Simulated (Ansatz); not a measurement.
# F₂H₂SSi₂ + H₂: a complex and its separated parts

The complex below is one end of an elementary step. How strongly is it bound against its free parts?

Computed with Ansatz 0.2.0, Gaussian basis. Level: PBE0-D4/def2-TZVP structures, single points in def2-TZVPP, no counterpoise correction.

Levels: SPW92, PBE-D4, BLYP-D4, r2SCAN-D4, B97M-V, PBE0-D4, B3LYP-D4, r2SCAN0-D4, BHLYP-D4, CAM-B3LYP-D4, wB97X-V, wB97M-V, B2PLYP, PBE-QIDH, RPA on PBE, Hartree-Fock, MP2, CCSD, CCSD(T).

Cores are frozen in the correlated methods. B3LYP uses VWN-RPA correlation. B2PLYP carries no dispersion term here.

57 further runs of the same task are left out: 1 that didn't finish, 56 set aside as unsound or not needed. Runs told in other sessions of the task aren't counted.

**1. The system as given**

The complex: 9 atoms, charge 0, spin multiplicity 1.

Atoms are counted from 1 here; the program's logs count them from 0.

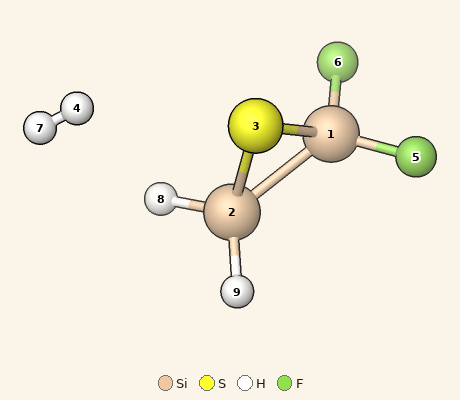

As it starts; silicon light orange, sulfur yellow, hydrogen white, fluorine green; atoms are numbered from 1 in the order of the file.

Coordinates:

| atom | x (Å) | y (Å) | z (Å) |
| --- | --- | --- | --- |
| Si1 | -1.3301 | 0.0387 | 1.2730 |
| Si2 | 0.0443 | -1.0138 | -0.1202 |
| S3 | -0.8289 | 0.9621 | -0.5409 |
| H4 | 2.0673 | 1.4793 | -1.6955 |
| F5 | -2.8527 | -0.3262 | 1.5001 |
| F6 | -0.8857 | 0.7721 | 2.6026 |
| H7 | 2.6704 | 1.1722 | -2.0116 |
| H8 | 1.5168 | -1.0032 | 0.0378 |
| H9 | -0.4014 | -2.0812 | -1.0453 |

Its parts: F₂H₂SSi₂ holds atoms 1, 2, 3, 5, 6, 8, 9; H₂ holds atoms 4, 7. Each part counts its atoms afresh in its own runs.

**2. Relaxing F₂H₂SSi₂ alone**

Contents of relax-a/in.yaml:

```yaml
crystal:
  periodic: [false, false, false]
  atoms:
    - {symbol: Si, position_ang: [-1.330078, 0.038702, 1.273011]}
    - {symbol: Si, position_ang: [0.044290, -1.013767, -0.120160]}
    - {symbol: S, position_ang: [-0.828880, 0.962064, -0.540913]}
    - {symbol: F, position_ang: [-2.852661, -0.326186, 1.500061]}
    - {symbol: F, position_ang: [-0.885703, 0.772120, 2.602581]}
    - {symbol: H, position_ang: [1.516787, -1.003238, 0.037804]}
    - {symbol: H, position_ang: [-0.401354, -2.081228, -1.045303]}
basis:
  gaussian: {orbitals: def2-TZVP}
hamiltonian: {xc: pbe0, dispersion: d4}
relax: {f_tol: 0.005, max_steps: 200}
```

Launch:

```console
ansatz run in.yaml --threads 4 --pin off --events-out ev --progress --plain --max-ram 9574MiB
```

Output, cut to the lines that bear on the results:

```text
Functional definition: PBE0
  name "PBE0"
  cite "Adamo & Barone, J. Chem. Phys. 110, 6158 (1999) doi:10.1063/1.478522"
  cite "Perdew, Burke & Ernzerhof, Phys. Rev. Lett. 77, 3865 (1996) doi:10.1103/PhysRevLett.77.3865"
  parent pbe
[...]
1207 factors; their error is unknown
[...]
mean field -32049.01046837 eV, -1177.7794111129 hartree, gradient 4.6e-5 eV, S^2 0.000000; 0 other end points of the search recorded, 0 dependent functions left out
[...]
reference -32049.01049684 eV, -1177.7794121593 hartree; 32, 32 occupied and 153, 153 virtual orbitals, 1207 factors
[...]
Total energy: -32049.19159394 eV, -1177.7860673550 hartree
Atom 0 at    -1.329919     0.040111     1.272660 Å, force     0.003521     0.000457    -0.003570 eV/Å
Atom 1 at     0.043832    -1.013428    -0.119475 Å, force     0.000401    -0.002684     0.001760 eV/Å
Atom 2 at    -0.828319     0.963042    -0.540435 Å, force    -0.000851     0.000602     0.001489 eV/Å
Atom 3 at    -2.851789    -0.328020     1.499505 Å, force    -0.001584    -0.000010     0.000714 eV/Å
Atom 4 at    -0.886896     0.772760     2.603152 Å, force    -0.001415     0.000461     0.000750 eV/Å
Atom 5 at     1.516876    -1.004648     0.036085 Å, force     0.001105     0.000914    -0.000653 eV/Å
Atom 6 at    -0.401383    -2.081350    -1.044411 Å, force    -0.001175     0.000260    -0.000491 eV/Å
Dipole moment:     0.257119    -0.306525    -0.152194 e Å
```

Run time: 11 s. Hardware: 4 threads of Arm Neoverse V2, shared host.

The steps of the relaxation:

| step | energy from step 1 (eV) | largest force component (eV/Å) |
| --- | --- | --- |
| 1 | 0.0000 | 0.0209 |
| 2 | 0.0000 | 0.0083 |
| 3 | 0.0000 | 0.0036 |

Distances of close pairs at the start and the end, largest changes first:

| bond | before (Å) | after (Å) | change (Å) |
| --- | --- | --- | --- |
| Si1–S3 | 2.096 | 2.095 | -0.001 |
| Si1–Si2 | 2.222 | 2.222 | -0.001 |
| Si2–H6 | 1.481 | 1.481 | +0.000 |
| Si2–S3 | 2.201 | 2.201 | +0.000 |
| Si2–H7 | 1.481 | 1.481 | +0.000 |
| Si1–F5 | 1.582 | 1.582 | +0.000 |
| Si1–F4 | 1.582 | 1.582 | +0.000 |

**3. Relaxing H₂ alone**

Contents of relax-b/in.yaml:

```yaml
crystal:
  periodic: [false, false, false]
  atoms:
    - {symbol: H, position_ang: [2.067322, 1.479284, -1.695520]}
    - {symbol: H, position_ang: [2.670376, 1.172247, -2.011560]}
basis:
  gaussian: {orbitals: def2-TZVP}
hamiltonian: {xc: pbe0, dispersion: d4}
relax: {f_tol: 0.005, max_steps: 200}
```

Launch:

```console
ansatz run in.yaml --threads 4 --pin off --events-out ev --progress --plain --max-ram 9574MiB
```

Output, cut to the lines that bear on the results:

```text
[... 5 set-up lines as earlier in the session ...]
[...]
88 factors; their error is unknown
[...]
mean field -31.78864205 eV, -1.1682110482 hartree, gradient 1.7e-5 eV, S^2 0.000000; 0 other end points of the search recorded, 0 dependent functions left out
[...]
reference -31.78866861 eV, -1.1682120242 hartree; 1, 1 occupied and 11, 11 virtual orbitals, 88 factors
Total energy: -31.79027515 eV, -1.1682710637 hartree
Atom 0 at     2.067622     1.479131    -1.695677 Å, force     0.000558    -0.000284    -0.000292 eV/Å
Atom 1 at     2.670076     1.172400    -2.011403 Å, force    -0.000558     0.000284     0.000292 eV/Å
Dipole moment:     0.000000    -0.000000    -0.000000 e Å
```

Run time: 0.1 s. Hardware: 4 threads of Arm Neoverse V2, shared host.

Along the way:

| step | energy from step 1 (eV) | largest force component (eV/Å) |
| --- | --- | --- |
| 1 | 0.0000 | 0.0222 |
| 2 | 0.0000 | 0.0006 |

The bond:

| bond | before (Å) | after (Å) | change (Å) |
| --- | --- | --- | --- |
| H1–H2 | 0.747 | 0.746 | -0.001 |

**4. SPW92/def2-TZVPP**

Contents of parta/in.yaml:

```yaml
crystal:
  periodic: [false, false, false]
  atoms:
    - {symbol: Si, position_ang: [-1.329919, 0.040111, 1.272660]}
    - {symbol: Si, position_ang: [0.043832, -1.013428, -0.119475]}
    - {symbol: S, position_ang: [-0.828319, 0.963042, -0.540435]}
    - {symbol: F, position_ang: [-2.851789, -0.328020, 1.499505]}
    - {symbol: F, position_ang: [-0.886896, 0.772760, 2.603152]}
    - {symbol: H, position_ang: [1.516876, -1.004648, 0.036085]}
    - {symbol: H, position_ang: [-0.401383, -2.081350, -1.044411]}
basis:
  gaussian: {orbitals: def2-TZVPP}
hamiltonian: {xc: lda}
```

Contents of partb/in.yaml:

```yaml
crystal:
  periodic: [false, false, false]
  atoms:
    - {symbol: H, position_ang: [2.067622, 1.479131, -1.695677]}
    - {symbol: H, position_ang: [2.670076, 1.172400, -2.011403]}
basis:
  gaussian: {orbitals: def2-TZVPP}
hamiltonian: {xc: lda}
```

Each run has its own folder and the same command.

Launch:

```console
ansatz run in.yaml --threads 4 --pin off --events-out ev --progress --plain --max-ram 9574MiB
```

Log of parta, cut to the lines that bear on the results:

```text
Functional definition: SPW92
  name "SPW92"
  cite "Dirac, Proc. Camb. Phil. Soc. 26, 376 (1930) doi:10.1017/S0305004100016108"
  cite "Slater, Phys. Rev. 81, 385 (1951) doi:10.1103/PhysRev.81.385"
  cite "Perdew & Wang, Phys. Rev. B 45, 13244 (1992) doi:10.1103/PhysRevB.45.13244"
[...]
1290 factors; their error is unknown
[...]
mean field -31929.91412772 eV, -1173.4027013205 hartree, gradient 7.1e-5 eV, S^2 0.000000; 0 other end points of the search recorded, 0 dependent functions left out
reference -31929.91416339 eV, -1173.4027026315 hartree; 32, 32 occupied and 184, 184 virtual orbitals, 1290 factors
Total energy: -31929.91416339 eV, -1173.4027026315 hartree
```

Output in partb, cut to the lines that bear on the results:

```text
[... 5 set-up lines as earlier in the session ...]
[...]
118 factors; their error is unknown
[...]
mean field -30.93527641 eV, -1.1368504393 hartree, gradient 4.4e-5 eV, S^2 0.000000; 0 other end points of the search recorded, 0 dependent functions left out
reference -30.93529708 eV, -1.1368511992 hartree; 1, 1 occupied and 27, 27 virtual orbitals, 118 factors
Total energy: -30.93529708 eV, -1.1368511992 hartree
```

They took 0.95 s (parta), 0.05 s (partb) on 4 threads of Arm Neoverse V2, shared host.

**5. PBE-D4/def2-TZVPP**

The same edit goes into each in.yaml of step 4 (parta, partb):

```diff
-hamiltonian: {xc: lda}
+hamiltonian: {xc: pbe, dispersion: d4}
```

Each run has its own folder and the same command.

Launch:

```console
ansatz run in.yaml --threads 4 --pin off --events-out ev --progress --plain --max-ram 9574MiB
```

parta printed, cut to the lines that bear on the results:

```text
Functional definition: PBE
  name "PBE"
[... 2 set-up lines as earlier in the session ...]
[...]
1290 factors; their error is unknown
[...]
mean field -32046.68052207 eV, -1177.6937871659 hartree, gradient 7.4e-5 eV, S^2 0.000000; 0 other end points of the search recorded, 0 dependent functions left out
reference -32046.68056060 eV, -1177.6937885819 hartree; 32, 32 occupied and 184, 184 virtual orbitals, 1290 factors
Total energy: -32046.89447720 eV, -1177.7016498717 hartree
```

partb printed, cut to the lines that bear on the results:

```text
[... 4 set-up lines as earlier in the session ...]
[...]
118 factors; their error is unknown
[...]
mean field -31.73221737 eV, -1.1661374793 hartree, gradient 3.1e-5 eV, S^2 0.000000; 0 other end points of the search recorded, 0 dependent functions left out
reference -31.73223904 eV, -1.1661382759 hartree; 1, 1 occupied and 27, 27 virtual orbitals, 118 factors
Total energy: -31.73425825 eV, -1.1662124806 hartree
```

Wall times: 1.6 s (parta), 0.1 s (partb) on 4 threads of Arm Neoverse V2, shared host.

**6. BLYP-D4/def2-TZVPP**

Each input of step 5 (parta, partb) changes in the same lines:

```diff
-hamiltonian: {xc: pbe, dispersion: d4}
+hamiltonian: {xc: {name: BLYP}, dispersion: d4}
```

Each run has its own folder and the same command.

Launch:

```console
ansatz run in.yaml --threads 4 --pin off --events-out ev --progress --plain --max-ram 9574MiB
```

Output in parta, cut to the lines that bear on the results:

```text
Functional definition: BLYP
  name "BLYP"
  cite "Becke, Phys. Rev. A 38, 3098 (1988) doi:10.1103/PhysRevA.38.3098"
  cite "Lee, Yang & Parr, Phys. Rev. B 37, 785 (1988) doi:10.1103/PhysRevB.37.785"
[...]
1290 factors; their error is unknown
[...]
mean field -32063.88969022 eV, -1178.3262124305 hartree, gradient 4.4e-5 eV, S^2 0.000000; 0 other end points of the search recorded, 0 dependent functions left out
reference -32063.89002082 eV, -1178.3262245800 hartree; 32, 32 occupied and 184, 184 virtual orbitals, 1290 factors
Total energy: -32064.35320422 eV, -1178.3432462558 hartree
```

Output in partb, cut to the lines that bear on the results:

```text
[... 4 set-up lines as earlier in the session ...]
[...]
118 factors; their error is unknown
[...]
mean field -31.82604599 eV, -1.1695856177 hartree, gradient 8.3e-5 eV, S^2 0.000000; 0 other end points of the search recorded, 0 dependent functions left out
reference -31.82623841 eV, -1.1695926890 hartree; 1, 1 occupied and 27, 27 virtual orbitals, 118 factors
Total energy: -31.83113628 eV, -1.1697726824 hartree
```

They took 1.5 s (parta), 0.1 s (partb) on 4 threads of Arm Neoverse V2, shared host.

**7. r2SCAN-D4/def2-TZVPP**

Each input of step 6 (parta, partb) changes in the same lines:

```diff
-hamiltonian: {xc: {name: BLYP}, dispersion: d4}
+hamiltonian: {xc: r2scan, dispersion: d4}
```

The same command starts each run, in its folder.

Launch:

```console
ansatz run in.yaml --threads 4 --pin off --events-out ev --progress --plain --max-ram 9574MiB
```

Log of parta, cut to the lines that bear on the results:

```text
Functional definition: r2SCAN
  name "r2SCAN"
  cite "Furness, Kaplan, Ning, Perdew & Sun, J. Phys. Chem. Lett. 11, 8208 (2020) doi:10.1021/acs.jpclett.0c02405"
  cite "Furness, Kaplan, Ning, Perdew & Sun, J. Phys. Chem. Lett. 11, 9248 (2020) doi:10.1021/acs.jpclett.0c03077"
  parent r2scan
[...]
1290 factors; their error is unknown
[...]
mean field -32060.32855666 eV, -1178.1953431862 hartree, gradient 6.6e-5 eV, S^2 0.000000; 0 other end points of the search recorded, 0 dependent functions left out
reference -32060.32856809 eV, -1178.1953436061 hartree; 32, 32 occupied and 184, 184 virtual orbitals, 1290 factors
Total energy: -32060.37542548 eV, -1178.1970655833 hartree
```

partb printed, cut to the lines that bear on the results:

```text
[... 5 set-up lines as earlier in the session ...]
[...]
118 factors; their error is unknown
[...]
mean field -31.87205403 eV, -1.1712763821 hartree, gradient 4.1e-5 eV, S^2 0.000000; 0 other end points of the search recorded, 0 dependent functions left out
reference -31.87206065 eV, -1.1712766253 hartree; 1, 1 occupied and 27, 27 virtual orbitals, 118 factors
Total energy: -31.87256203 eV, -1.1712950507 hartree
```

Times: 3.3 s (parta), 0.3 s (partb) on 4 threads of Arm Neoverse V2, shared host.

**8. B97M-V/def2-TZVPP**

Each input of step 7 (parta, partb) changes in the same lines:

```diff
-hamiltonian: {xc: r2scan, dispersion: d4}
+hamiltonian: {xc: {name: B97M-V}}
```

Each run has its own folder and the same command.

Launch:

```console
ansatz run in.yaml --threads 4 --pin off --events-out ev --progress --plain --max-ram 9574MiB
```

Log of parta, cut to the lines that bear on the results:

```text
Functional definition: B97M-V
  name "B97M-V"
  cite "Mardirossian & Head-Gordon, J. Chem. Phys. 142, 074111 (2015) doi:10.1063/1.4907719"
  cite "Becke, J. Chem. Phys. 107, 8554 (1997) doi:10.1063/1.475007"
  cite "Vydrov & Van Voorhis, J. Chem. Phys. 133, 244103 (2010) doi:10.1063/1.3521275"
  # Of w^i u^j: cxij and so on, Table III.
[...]
  gx(w, u) = cx00 + cx01*u + cx02*u^2 + (cx10 + cx11*u)*w
[...]
  gos(w, u) = cos00 + cos01*u + cos03*u^3 + cos10*w + cos32*w^3*u^2
[...]
      + integral(e_c_pw_mod_opposite_spin*gos(b97_w_opposite, b97_u_opposite)) + vv10(b, c)
1290 factors; their error is unknown
[...]
mean field -32055.97338262 eV, -1178.0352934920 hartree, gradient 4.3e-5 eV, S^2 0.000000; 0 other end points of the search recorded, 0 dependent functions left out
reference -32055.97344107 eV, -1178.0352956402 hartree; 32, 32 occupied and 184, 184 virtual orbitals, 1290 factors
Total energy: -32055.97344107 eV, -1178.0352956402 hartree
```

partb printed, cut to the lines that bear on the results:

```text
[... 5 set-up lines as earlier in the session ...]
  # Of w^i u^j: cxij and so on, Table III.
[...]
  gx(w, u) = cx00 + cx01*u + cx02*u^2 + (cx10 + cx11*u)*w
  gss(w, u) = css00 + css02*u^2 + css10*w + (css32*w^3 + css42*w^4)*u^2
  gos(w, u) = cos00 + cos01*u + cos03*u^3 + cos10*w + cos32*w^3*u^2
[...]
      + integral(e_c_pw_mod_opposite_spin*gos(b97_w_opposite, b97_u_opposite)) + vv10(b, c)
118 factors; their error is unknown
[...]
mean field -31.90530212 eV, -1.1724982268 hartree, gradient 8.2e-6 eV, S^2 0.000000; 0 other end points of the search recorded, 0 dependent functions left out
reference -31.90533180 eV, -1.1724993176 hartree; 1, 1 occupied and 27, 27 virtual orbitals, 118 factors
Total energy: -31.90533180 eV, -1.1724993176 hartree
```

Wall times: 6 s (parta), 0.15 s (partb) on 4 threads of Arm Neoverse V2, shared host.

**9. PBE0-D4/def2-TZVPP**

The same edit goes into each in.yaml of step 8 (parta, partb):

```diff
-hamiltonian: {xc: {name: B97M-V}}
+hamiltonian: {xc: pbe0, dispersion: d4}
+output: {orbitals: {seedname: orbitals}}
```

Each run has its own folder and the same command.

Launch:

```console
ansatz run in.yaml --threads 4 --pin off --events-out ev --progress --plain --max-ram 9574MiB
```

parta printed, cut to the lines that bear on the results:

```text
[... 5 set-up lines as earlier in the session ...]
[...]
1327 factors; their error is unknown
[...]
mean field -32049.02595637 eV, -1177.7799802866 hartree, gradient 7.4e-5 eV, S^2 0.000000; 0 other end points of the search recorded, 0 dependent functions left out
reference -32049.02598470 eV, -1177.7799813277 hartree; 32, 32 occupied and 184, 184 virtual orbitals, 1327 factors
Total energy: -32049.20704643 eV, -1177.7866352236 hartree
```

Output in partb, cut to the lines that bear on the results:

```text
[... 5 set-up lines as earlier in the session ...]
[...]
118 factors; their error is unknown
[...]
mean field -31.79610834 eV, -1.1684854294 hartree, gradient 5.5e-5 eV, S^2 0.000000; 0 other end points of the search recorded, 0 dependent functions left out
reference -31.79612433 eV, -1.1684860170 hartree; 1, 1 occupied and 27, 27 virtual orbitals, 118 factors
Total energy: -31.79773088 eV, -1.1685450565 hartree
```

Wall times: 2.4 s (parta), 0.1 s (partb) on 4 threads of Arm Neoverse V2, shared host.

**10. B3LYP-D4/def2-TZVPP**

Each input of step 9 (parta, partb) changes in the same lines:

```diff
-hamiltonian: {xc: pbe0, dispersion: d4}
-output: {orbitals: {seedname: orbitals}}
+hamiltonian: {xc: {name: B3LYP}, dispersion: d4}
```

The same command starts each run, in its folder.

Launch:

```console
ansatz run in.yaml --threads 4 --pin off --events-out ev --progress --plain --max-ram 9574MiB
```

Output in parta, cut to the lines that bear on the results:

```text
Functional definition: B3LYP
  name "B3LYP"
  cite "Stephens, Devlin, Chabalowski & Frisch, J. Phys. Chem. 98, 11623 (1994) doi:10.1021/j100096a001"
[... 2 set-up lines as earlier in the session ...]
  cite "Vosko, Wilk & Nusair, Can. J. Phys. 58, 1200 (1980) doi:10.1139/p80-159"
[...]
1308 factors; their error is unknown
[...]
mean field -32065.97689161 eV, -1178.4029156670 hartree, gradient 8.8e-5 eV, S^2 0.000000; 0 other end points of the search recorded, 0 dependent functions left out
reference -32065.97713447 eV, -1178.4029245917 hartree; 32, 32 occupied and 184, 184 virtual orbitals, 1308 factors
Total energy: -32066.32935709 eV, -1178.4158685344 hartree
```

Output in partb, cut to the lines that bear on the results:

```text
[... 6 set-up lines as earlier in the session ...]
[...]
118 factors; their error is unknown
[...]
mean field -32.10923095 eV, -1.1799924732 hartree, gradient 4.6e-5 eV, S^2 0.000000; 0 other end points of the search recorded, 0 dependent functions left out
reference -32.10937306 eV, -1.1799976953 hartree; 1, 1 occupied and 27, 27 virtual orbitals, 118 factors
Total energy: -32.11252412 eV, -1.1801134949 hartree
```

Wall times: 2 s (parta), 0.1 s (partb) on 4 threads of Arm Neoverse V2, shared host.

**11. r2SCAN0-D4/def2-TZVPP**

Each input of step 10 (parta, partb) changes in the same lines:

```diff
-hamiltonian: {xc: {name: B3LYP}, dispersion: d4}
+hamiltonian: {xc: {name: r2SCAN0}, dispersion: d4}
```

The same command starts each run, in its folder.

Launch:

```console
ansatz run in.yaml --threads 4 --pin off --events-out ev --progress --plain --max-ram 9574MiB
```

Output in parta, cut to the lines that bear on the results:

```text
Functional definition: r2SCAN0
  name "r2SCAN0"
  cite "Bursch, Neugebauer, Ehlert & Grimme, J. Chem. Phys. 156, 134105 (2022) doi:10.1063/5.0086040"
[... 3 set-up lines as earlier in the session ...]
[...]
1327 factors; their error is unknown
[...]
mean field -32059.24143597 eV, -1178.1553922374 hartree, gradient 4.5e-5 eV, S^2 0.000000; 0 other end points of the search recorded, 0 dependent functions left out
reference -32059.24144497 eV, -1178.1553925683 hartree; 32, 32 occupied and 184, 184 virtual orbitals, 1327 factors
Total energy: -32059.29901202 eV, -1178.1575081186 hartree
```

Output in partb, cut to the lines that bear on the results:

```text
[... 6 set-up lines as earlier in the session ...]
[...]
118 factors; their error is unknown
[...]
mean field -31.85187559 eV, -1.1705348381 hartree, gradient 1.4e-5 eV, S^2 0.000000; 0 other end points of the search recorded, 0 dependent functions left out
reference -31.85188072 eV, -1.1705350264 hartree; 1, 1 occupied and 27, 27 virtual orbitals, 118 factors
Total energy: -31.85242209 eV, -1.1705549215 hartree
```

Wall times: 3.9 s (parta), 0.3 s (partb) on 4 threads of Arm Neoverse V2, shared host.

**12. BHLYP-D4/def2-TZVPP**

Each input of step 11 (parta, partb) changes in the same lines:

```diff
-hamiltonian: {xc: {name: r2SCAN0}, dispersion: d4}
+hamiltonian: {xc: {name: BHLYP}, dispersion: d4}
```

Each run has its own folder and the same command.

Launch:

```console
ansatz run in.yaml --threads 4 --pin off --events-out ev --progress --plain --max-ram 9574MiB
```

parta printed, cut to the lines that bear on the results:

```text
Functional definition: BHLYP
  name "BHLYP"
  cite "Becke, J. Chem. Phys. 98, 1372 (1993) doi:10.1063/1.464304"
[... 2 set-up lines as earlier in the session ...]
[...]
1423 factors; their error is unknown
[...]
mean field -32062.53973880 eV, -1178.2766026311 hartree, gradient 7.4e-5 eV, S^2 0.000000; 0 other end points of the search recorded, 0 dependent functions left out
reference -32062.53990193 eV, -1178.2766086257 hartree; 32, 32 occupied and 184, 184 virtual orbitals, 1423 factors
Total energy: -32062.84656698 eV, -1178.2878783585 hartree
```

partb printed, cut to the lines that bear on the results:

```text
[... 5 set-up lines as earlier in the session ...]
[...]
118 factors; their error is unknown
[...]
mean field -31.83806355 eV, -1.1700272549 hartree, gradient 5.6e-5 eV, S^2 0.000000; 0 other end points of the search recorded, 0 dependent functions left out
reference -31.83815911 eV, -1.1700307667 hartree; 1, 1 occupied and 27, 27 virtual orbitals, 118 factors
Total energy: -31.83990269 eV, -1.1700948421 hartree
```

Times: 2.1 s (parta), 0.1 s (partb) on 4 threads of Arm Neoverse V2, shared host.

(Part 1 of 2 ends here.)
